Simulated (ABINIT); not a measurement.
# A GW chain in ABINIT: TiO2 (Rutile), part 2 of 3

Wanted: ground state, empty states, screening and self-energy for TiO2 (Rutile).

ABINIT 10.8.3; PBE and many-body steps on it, plane waves. Known limits of the many-body steps: not at the basis limit; coarse k mesh.

So far. Step 2 (Ground state): The gap is direct, at Γ.

## (3) Bands along the symmetry lines

Level of this step: DFT, PBE, plane waves, norm-conserving pseudopotentials (ABINIT).

Levels along a band path, at the cheap level, show where the edges lie and whether the meshes to come will hold them.

Contents of run.abi:

```
acell 3*1.0 Angstrom
rprim 
  4.592200000000 0.000000000000 0.000000000000
  0.000000000000 4.592200000000 0.000000000000
  0.000000000000 0.000000000000 2.957400000000
ntypat 2
znucl 22 8
natom 6
typat 1 1 2 2 2 2
xred 
  0.000000000000 0.000000000000 0.000000000000
  0.500000000000 0.500000000000 0.500000000000
  0.304960000000 0.304960000000 0.000000000000
  0.195040000000 0.804960000000 0.500000000000
  0.695040000000 0.695040000000 0.000000000000
  0.804960000000 0.195040000000 0.500000000000
pp_dirpath "pseudos"
pseudos "Ti.upf, O.upf"
ecut 38
iscf -2
irdden 1
kptopt 0
nkpt 75
kpt 
  0.00000000 0.00000000 0.00000000
  0.00000000 0.06250000 0.00000000
  0.00000000 0.12500000 0.00000000
  0.00000000 0.18750000 0.00000000
  0.00000000 0.25000000 0.00000000
  0.00000000 0.31250000 0.00000000
  0.00000000 0.37500000 0.00000000
  0.00000000 0.43750000 0.00000000
  0.00000000 0.50000000 0.00000000
  0.06250000 0.50000000 0.00000000
  0.12500000 0.50000000 0.00000000
  0.18750000 0.50000000 0.00000000
  0.25000000 0.50000000 0.00000000
  0.31250000 0.50000000 0.00000000
  0.37500000 0.50000000 0.00000000
  0.43750000 0.50000000 0.00000000
  0.50000000 0.50000000 0.00000000
  0.43750000 0.43750000 0.00000000
  0.37500000 0.37500000 0.00000000
  0.31250000 0.31250000 0.00000000
  0.25000000 0.25000000 0.00000000
  0.18750000 0.18750000 0.00000000
  0.12500000 0.12500000 0.00000000
  0.06250000 0.06250000 0.00000000
  0.00000000 0.00000000 0.00000000
  0.00000000 0.00000000 0.06250000
  0.00000000 0.00000000 0.12500000
  0.00000000 0.00000000 0.18750000
  0.00000000 0.00000000 0.25000000
  0.00000000 0.00000000 0.31250000
  0.00000000 0.00000000 0.37500000
  0.00000000 0.00000000 0.43750000
  0.00000000 0.00000000 0.50000000
  0.00000000 0.06250000 0.50000000
  0.00000000 0.12500000 0.50000000
  0.00000000 0.18750000 0.50000000
  0.00000000 0.25000000 0.50000000
  0.00000000 0.31250000 0.50000000
  0.00000000 0.37500000 0.50000000
  0.00000000 0.43750000 0.50000000
  0.00000000 0.50000000 0.50000000
  0.06250000 0.50000000 0.50000000
  0.12500000 0.50000000 0.50000000
  0.18750000 0.50000000 0.50000000
  0.25000000 0.50000000 0.50000000
  0.31250000 0.50000000 0.50000000
  0.37500000 0.50000000 0.50000000
  0.43750000 0.50000000 0.50000000
  0.50000000 0.50000000 0.50000000
  0.43750000 0.43750000 0.50000000
  0.37500000 0.37500000 0.50000000
  0.31250000 0.31250000 0.50000000
  0.25000000 0.25000000 0.50000000
  0.18750000 0.18750000 0.50000000
  0.12500000 0.12500000 0.50000000
  0.06250000 0.06250000 0.50000000
  0.00000000 0.00000000 0.50000000
  0.00000000 0.50000000 0.00000000
  0.00000000 0.50000000 0.06250000
  0.00000000 0.50000000 0.12500000
  0.00000000 0.50000000 0.18750000
  0.00000000 0.50000000 0.25000000
  0.00000000 0.50000000 0.31250000
  0.00000000 0.50000000 0.37500000
  0.00000000 0.50000000 0.43750000
  0.00000000 0.50000000 0.50000000
  0.50000000 0.50000000 0.00000000
  0.50000000 0.50000000 0.06250000
  0.50000000 0.50000000 0.12500000
  0.50000000 0.50000000 0.18750000
  0.50000000 0.50000000 0.25000000
  0.50000000 0.50000000 0.31250000
  0.50000000 0.50000000 0.37500000
  0.50000000 0.50000000 0.43750000
  0.50000000 0.50000000 0.50000000
istwfk *1
nband 31
nbdbuf 2
tolwfr 1e-08
nstep 40
prtwf 0
prtvol 0
indata_prefix "in"
outdata_prefix "out"
tmpdata_prefix "tmp"
```

Launch:

```
OMP_NUM_THREADS=1 mpirun -n 4 abinit run.abi > log
```

Numbers of over 12 decimals in the logs are rounded to 6 here.

The log of the run:

```text
.Version 10.8.3 of ABINIT. v10.8.2 released Aug 2026.

 Symmetries : space group P4_2/m n m (#136); Bravais tP (primitive tetrag.)
[... echo of the input left out ...]
== DATASET  1 ==================================================================
-   mpi_nproc: 4, omp_nthreads: 1 (-1 if OMP is not activated)

--- !DatasetInfo
iteration_state: {dtset: 1, }
dimensions: {natom: 6, nkpt: 75, mband: 31, nsppol: 1, nspinor: 1, nspden: 1, mpw: 4748, }
cutoff_energies: {ecut:  38.0, pawecutdg:  -1.0, }
electrons: {nelect:   4.80000000E+01, charge:   0.00000000E+00, occopt:   1.00000000E+00, tsmear:   1.00000000E-02, }

 Real(R)+Recip(G) space primitive vectors, cartesian coordinates (Bohr,Bohr^-1):
 R(1)=  8.6780003  0.0000000  0.0000000  G(1)=  0.1152339  0.0000000  0.0000000
 R(2)=  0.0000000  8.6780003  0.0000000  G(2)=  0.0000000  0.1152339  0.0000000
 R(3)=  0.0000000  0.0000000  5.5886760  G(3)=  0.0000000  0.0000000  0.1789333
 Unit cell volume ucvol=  4.2087028E+02 bohr^3
 Angles (23,13,12)=  9.00000000E+01  9.00000000E+01  9.00000000E+01 degrees

 getcut: wavevector=  0.0000  0.0000  0.0000  ngfft=  50  50  32
         ecut(hartree)=     38.000   => boxcut(ratio)=   2.06340

--- Pseudopotential description ------------------------------------------------
- Ti Generated using ONCVPSP code by D. R. Hamann
- 22.00000  12.00000  171031                  znucl, zion, pspdat
12 -101130 2 -1 1586                          pspcod,pspxc,lmax,lloc,mmax
     nproj     2     2     2
  pspatm : epsatm=   14.68144553
         --- l  ekb(1:nproj) -->
             0   11.362348    1.263639
             1    1.975402   -0.084666
             2   -5.186090   -1.477451
 pspatm: atomic psp has been read  and splines computed

- O Generated using ONCVPSP code by D. R. Hamann
-  8.00000   6.00000  171031                  znucl, zion, pspdat
12 -101130 2 -1 936                           pspcod,pspxc,lmax,lloc,mmax
     nproj     2     2     1
  pspatm : epsatm=    6.19545534
         --- l  ekb(1:nproj) -->
[...]
2   -1.331955
 pspatm: atomic psp has been read  and splines computed

--------------------------------------------------------------------------------

================================================================================
 prteigrs : about to open file out_EIG
 Non-SCF case, kpt    1 (  0.00000  0.00000  0.00000), residuals and eigenvalues=
  8.29E-09  3.18E-09  3.41E-09  7.01E-09  3.31E-09  6.77E-09  8.57E-09  3.54E-09
  9.68E-09  7.82E-09  5.37E-09  9.87E-09  7.39E-09  8.42E-09  4.75E-09  5.01E-09
  9.05E-09  4.53E-09  5.21E-09  5.86E-09  8.46E-09  4.20E-09  3.51E-09  9.65E-09
  5.38E-09  5.70E-09  6.20E-09  5.23E-09  7.16E-09  3.84E-06  4.05E-06
 -1.8817E+00 -1.8810E+00 -1.0120E+00 -1.0120E+00 -1.0059E+00 -1.0059E+00
 -1.0043E+00 -1.0031E+00 -4.5917E-01 -4.1623E-01 -3.8859E-01 -3.8859E-01
[...]
1.0795E-01  1.0795E-01  1.6119E-01  1.6119E-01  1.8313E-01  1.8313E-01
  3.0475E-01  3.0475E-01  3.2781E-01  3.2781E-01  3.2798E-01  3.2798E-01
  4.2766E-01

--- !ResultsGS
iteration_state: {dtset: 1, }
comment   : Summary of ground state results
lattice_vectors:
- [  8.6780003,   0.0000000,   0.0000000, ]
- [  0.0000000,   8.6780003,   0.0000000, ]
- [  0.0000000,   0.0000000,   5.5886760, ]
lattice_lengths: [   8.67800,    8.67800,    5.58868, ]
lattice_angles: [ 90.000,  90.000,  90.000, ] # degrees, (23, 13, 12)
lattice_volume:   4.2087028E+02
convergence: {deltae:  0.000E+00, res2:  0.000E+00, residm:  9.985E-09, diffor:  0.000E+00, }
etotal    :  -1.85209994E+02
entropy   :   0.00000000E+00
fermie    :   2.07992628E-01
cartesian_stress_tensor: null
pressure_GPa: null
xred      :
- [  0.0000E+00,   0.0000E+00,   0.0000E+00, Ti]
- [  5.0000E-01,   5.0000E-01,   5.0000E-01, Ti]
- [  3.0496E-01,   3.0496E-01,   0.0000E+00,  O]
- [  1.9504E-01,   8.0496E-01,   5.0000E-01,  O]
- [  6.9504E-01,   6.9504E-01,   0.0000E+00,  O]
- [  8.0496E-01,   1.9504E-01,   5.0000E-01,  O]
cartesian_forces: null
force_length_stats: {min: null, max: null, mean: null, }

 Integrated electronic density in atomic spheres:
 ------------------------------------------------
 Atom  Sphere_radius  Integrated_density
[...]
================================================================================

 ----iterations are completed or convergence reached----

 Mean square residual over all n,k,spin=   60.909E-10; max=  99.848E-10
 reduced coordinates (array xred) for    6 atoms
[...]
0.695040000000      0.695040000000      0.000000000000
       0.804960000000      0.195040000000      0.500000000000

 cartesian coordinates (angstrom) at end:
    1      0.000000     0.000000     0.000000
    2      2.296100     2.296100     1.478700
    3      1.400437     1.400437     0.000000
    4      0.895663     3.696537     1.478700
    5      3.191763     3.191763     0.000000
    6      3.696537     0.895663     1.478700
 length scales=  1.889726125908  1.889726125908  1.889726125908 bohr
              =  1.000000000000  1.000000000000  1.000000000000 angstroms
 prteigrs : about to open file out_EIG
 Eigenvalues (hartree) for nkpt=  75  k points:
 kpt#   1, nband= 31, wtk=  1.00000, kpt=  0.0000  0.0000  0.0000 (reduced coord)
[...]
kpt#   2, nband= 31, wtk=  1.00000, kpt=  0.0000  0.0625  0.0000 (reduced coord)
[...]
kpt#   3, nband= 31, wtk=  1.00000, kpt=  0.0000  0.1250  0.0000 (reduced coord)
[...]
kpt#  74, nband= 31, wtk=  1.00000, kpt=  0.5000  0.5000  0.4375 (reduced coord)
[...]
0.30686    0.30686    0.32641    0.32641    0.32704    0.32704    0.42911
 kpt#  75, nband= 31, wtk=  1.00000, kpt=  0.5000  0.5000  0.5000 (reduced coord)
[...]
-0.41133   -0.41133   -0.40073   -0.40073    0.03478    0.03478    0.04036    0.04036
   0.07823    0.07823    0.10795    0.10795    0.16119    0.16119    0.18313    0.18313
   0.30475    0.30475    0.32781    0.32781    0.32798    0.32798    0.42766

== END DATASET(S) ==============================================================
================================================================================

 -outvars: echo values of variables after computation  --------
            nband          31
             nkpt          75
          spgroup         136
 [... the other variables as echoed above ...]

 Calculation completed.
```

It took 81 s on 4 MPI ranks of Arm Neoverse V2, shared host; peak memory 0.43 GiB; 5.4 min of CPU time.

This step gave:

```
gap                        : 1.917 eV
k of the valence top       : 0, 0, 0
k of the conduction bottom : 0, 0, 0
least direct gap           : 1.917 eV
```

The gap is 1.917 eV, as in the run before at this level.

The electronic bands at the labelled points (eV, zero at the top of the highest filled band):

| point | band 21 | band 22 | band 23 | band 24 | band 25 | band 26 | band 27 | band 28 |
| --- | --- | --- | --- | --- | --- | --- | --- | --- |
| Γ | -0.71 | -0.45 | -0.45 | 0.00 | 1.92 | 2.22 | 2.45 | 2.55 |
| X | -1.64 | -1.64 | -0.74 | -0.74 | 2.59 | 2.59 | 3.06 | 3.06 |
| M | -1.31 | -1.31 | -1.06 | -1.06 | 1.96 | 1.96 | 2.57 | 2.57 |
| Γ | -0.71 | -0.45 | -0.45 | 0.00 | 1.92 | 2.22 | 2.45 | 2.55 |
| Z | -2.35 | -2.35 | -1.42 | -1.42 | 3.01 | 3.01 | 3.21 | 3.21 |
| R | -2.04 | -2.04 | -1.03 | -1.03 | 1.95 | 1.95 | 3.24 | 3.24 |
| A | -1.27 | -1.27 | -0.68 | -0.68 | 2.63 | 2.63 | 3.26 | 3.26 |
| Z | -2.35 | -2.35 | -1.42 | -1.42 | 3.01 | 3.01 | 3.21 | 3.21 |
| jump to X | -1.64 | -1.64 | -0.74 | -0.74 | 2.59 | 2.59 | 3.06 | 3.06 |
| R | -2.04 | -2.04 | -1.03 | -1.03 | 1.95 | 1.95 | 3.24 | 3.24 |
| jump to M | -1.31 | -1.31 | -1.06 | -1.06 | 1.96 | 1.96 | 2.57 | 2.57 |
| A | -1.27 | -1.27 | -0.68 | -0.68 | 2.63 | 2.63 | 3.26 | 3.26 |

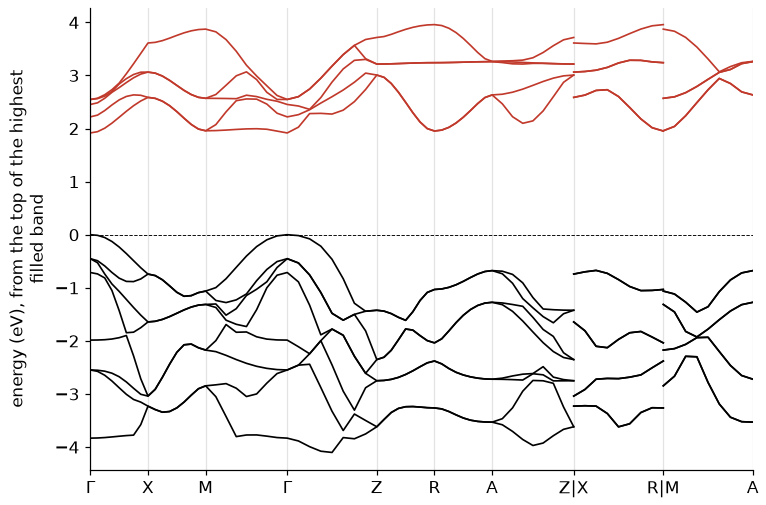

Electronic bands along the path; lines of filled and empty bands in two colours.

## (4) Empty states on the mesh, 4×4×4 mesh, 100 bands

The sums over transitions need many empty states on a uniform mesh; this step solves for them.

Contents of run.abi:

```
acell 3*1.0 Angstrom
rprim 
  4.592200000000 0.000000000000 0.000000000000
  0.000000000000 4.592200000000 0.000000000000
  0.000000000000 0.000000000000 2.957400000000
ntypat 2
znucl 22 8
natom 6
typat 1 1 2 2 2 2
xred 
  0.000000000000 0.000000000000 0.000000000000
  0.500000000000 0.500000000000 0.500000000000
  0.304960000000 0.304960000000 0.000000000000
  0.195040000000 0.804960000000 0.500000000000
  0.695040000000 0.695040000000 0.000000000000
  0.804960000000 0.195040000000 0.500000000000
pp_dirpath "pseudos"
pseudos "Ti.upf, O.upf"
ecut 38
ngkpt 4 4 4
nshiftk 1
shiftk 0 0 0
kptopt 1
chksymbreak 0
iscf -2
irdden 1
istwfk *1
nband 100
nbdbuf 8
tolwfr 1e-09
nstep 60
prtvol 0
indata_prefix "in"
outdata_prefix "out"
tmpdata_prefix "tmp"
```

The log of the run:

```text
.Version 10.8.3 of ABINIT. v10.8.2 released Aug 2026.

 Symmetries : space group P4_2/m n m (#136); Bravais tP (primitive tetrag.)
[... echo of the input left out ...]
== DATASET  1 ==================================================================
-   mpi_nproc: 4, omp_nthreads: 1 (-1 if OMP is not activated)

--- !DatasetInfo
iteration_state: {dtset: 1, }
dimensions: {natom: 6, nkpt: 18, mband: 100, nsppol: 1, nspinor: 1, nspden: 1, mpw: 4748, }
cutoff_energies: {ecut:  38.0, pawecutdg:  -1.0, }
electrons: {nelect:   4.80000000E+01, charge:   0.00000000E+00, occopt:   1.00000000E+00, tsmear:   1.00000000E-02, }

 Real(R)+Recip(G) space primitive vectors, cartesian coordinates (Bohr,Bohr^-1):
 R(1)=  8.6780003  0.0000000  0.0000000  G(1)=  0.1152339  0.0000000  0.0000000
 R(2)=  0.0000000  8.6780003  0.0000000  G(2)=  0.0000000  0.1152339  0.0000000
 R(3)=  0.0000000  0.0000000  5.5886760  G(3)=  0.0000000  0.0000000  0.1789333
 Unit cell volume ucvol=  4.2087028E+02 bohr^3
 Angles (23,13,12)=  9.00000000E+01  9.00000000E+01  9.00000000E+01 degrees

 getcut: wavevector=  0.0000  0.0000  0.0000  ngfft=  50  50  32
         ecut(hartree)=     38.000   => boxcut(ratio)=   2.06340

--- Pseudopotential description ------------------------------------------------
- Ti Generated using ONCVPSP code by D. R. Hamann
- 22.00000  12.00000  171031                  znucl, zion, pspdat
12 -101130 2 -1 1586                          pspcod,pspxc,lmax,lloc,mmax
     nproj     2     2     2
  pspatm : epsatm=   14.68144553
         --- l  ekb(1:nproj) -->
             0   11.362348    1.263639
             1    1.975402   -0.084666
             2   -5.186090   -1.477451
 pspatm: atomic psp has been read  and splines computed

- O Generated using ONCVPSP code by D. R. Hamann
-  8.00000   6.00000  171031                  znucl, zion, pspdat
12 -101130 2 -1 936                           pspcod,pspxc,lmax,lloc,mmax
     nproj     2     2     1
  pspatm : epsatm=    6.19545534
         --- l  ekb(1:nproj) -->
[...]
2   -1.331955
 pspatm: atomic psp has been read  and splines computed

--------------------------------------------------------------------------------

================================================================================
 prteigrs : about to open file out_EIG
 Non-SCF case, kpt    1 (  0.00000  0.00000  0.00000), residuals and eigenvalues=
  2.47E-10  3.41E-10  1.61E-10  6.78E-10  5.05E-10  9.33E-10  1.41E-10  7.41E-10
  6.49E-11  1.44E-10  1.31E-10  2.99E-10  2.66E-10  2.68E-10  3.24E-10  1.05E-10
  5.09E-10  1.17E-10  2.64E-10  2.77E-10  4.14E-10  1.24E-10  2.27E-10  3.12E-10
[...]
6.43E-08  5.53E-07  5.28E-06  4.37E-06
 -1.8817E+00 -1.8810E+00 -1.0120E+00 -1.0120E+00 -1.0059E+00 -1.0059E+00
 -1.0043E+00 -1.0031E+00 -4.5917E-01 -4.1623E-01 -3.8859E-01 -3.8859E-01
 -4.0510E-03  1.1132E-02  2.7808E-02  6.7148E-02  6.7148E-02  1.1434E-01
[...]
2.0070E+00  2.0422E+00  2.0904E+00  2.1017E+00  2.1017E+00  2.1302E+00
  2.1302E+00  2.1600E+00  2.1600E+00  2.1812E+00  2.2060E+00  2.2247E+00
  2.2641E+00  2.2641E+00  2.2779E+00  2.2840E+00
 prteigrs : prtvol=0 or 1, do not print more k-points.

--- !ResultsGS
iteration_state: {dtset: 1, }
comment   : Summary of ground state results
lattice_vectors:
- [  8.6780003,   0.0000000,   0.0000000, ]
- [  0.0000000,   8.6780003,   0.0000000, ]
- [  0.0000000,   0.0000000,   5.5886760, ]
lattice_lengths: [   8.67800,    8.67800,    5.58868, ]
lattice_angles: [ 90.000,  90.000,  90.000, ] # degrees, (23, 13, 12)
lattice_volume:   4.2087028E+02
convergence: {deltae:  0.000E+00, res2:  0.000E+00, residm:  9.972E-10, diffor:  0.000E+00, }
etotal    :  -1.85209994E+02
entropy   :   0.00000000E+00
fermie    :   2.07992628E-01
cartesian_stress_tensor: null
pressure_GPa: null
xred      :
- [  0.0000E+00,   0.0000E+00,   0.0000E+00, Ti]
- [  5.0000E-01,   5.0000E-01,   5.0000E-01, Ti]
- [  3.0496E-01,   3.0496E-01,   0.0000E+00,  O]
- [  1.9504E-01,   8.0496E-01,   5.0000E-01,  O]
- [  6.9504E-01,   6.9504E-01,   0.0000E+00,  O]
- [  8.0496E-01,   1.9504E-01,   5.0000E-01,  O]
cartesian_forces: null
force_length_stats: {min: null, max: null, mean: null, }

 Integrated electronic density in atomic spheres:
 ------------------------------------------------
 Atom  Sphere_radius  Integrated_density
[...]
================================================================================

 ----iterations are completed or convergence reached----

 Mean square residual over all n,k,spin=   40.075E-11; max=  99.718E-11
 reduced coordinates (array xred) for    6 atoms
[...]
0.695040000000      0.695040000000      0.000000000000
       0.804960000000      0.195040000000      0.500000000000

 cartesian coordinates (angstrom) at end:
    1      0.000000     0.000000     0.000000
[...]
6      3.696537     0.895663     1.478700
 length scales=  1.889726125908  1.889726125908  1.889726125908 bohr
              =  1.000000000000  1.000000000000  1.000000000000 angstroms
 prteigrs : about to open file out_EIG
 Eigenvalues (hartree) for nkpt=  18  k points:
 kpt#   1, nband=100, wtk=  0.01563, kpt=  0.0000  0.0000  0.0000 (reduced coord)
[...]
1.85998    1.90917    1.93980    2.00700    2.00700    2.04220    2.09044    2.10174
   2.10174    2.13019    2.13019    2.15999    2.15999    2.18115    2.20601    2.22468
   2.26410    2.26410    2.27794    2.28399
 prteigrs : prtvol=0 or 1, do not print more k-points.

== END DATASET(S) ==============================================================
================================================================================

 -outvars: echo values of variables after computation  --------
            nband         100
             nkpt          18
          spgroup         136
 [... the other variables as echoed above ...]

 Calculation completed.
```

Run time: 57 s. Hardware: 4 MPI ranks; peak memory 0.42 GiB.

This step gave:

- gap: 1.917 eV
- k of the valence top: 0, 0, 0
- k of the conduction bottom: 0, 0, 0
- least direct gap: 1.917 eV
- k points computed: 18
- lowest point of the top converged band, above the valence top: 50.2096 eV

On this mesh the gap is 1.917 eV.

(Part 2 of 3 ends here.)

[Paths, hosts, dates, memory and timing lines, banners, echoed tables and standing remarks are left out of the program output.]

[Logs are printed without paths, hosts, clocks, repeated set-up lines and the standing remarks that a program may print on its own settings, such as how far it seeks lower states.]

[Runs of the session that timed out or met a known fault of the program may be left out.]

[Hosts, paths, dates, database ids (printed as entryN), source tags and the programs' standing remarks are cut or masked in the printed files.]

[G0W0 gaps are taken among the corrected bands and points alone; a level outside them can change the order at an edge.]

[Where Ansatz stands beside ABINIT at settings called matched, ABINIT's density can come from a denser mesh and the files from another edition; pairs whose starting gaps differed by over 0.03 eV were left out, so agreement reads better than it is.]
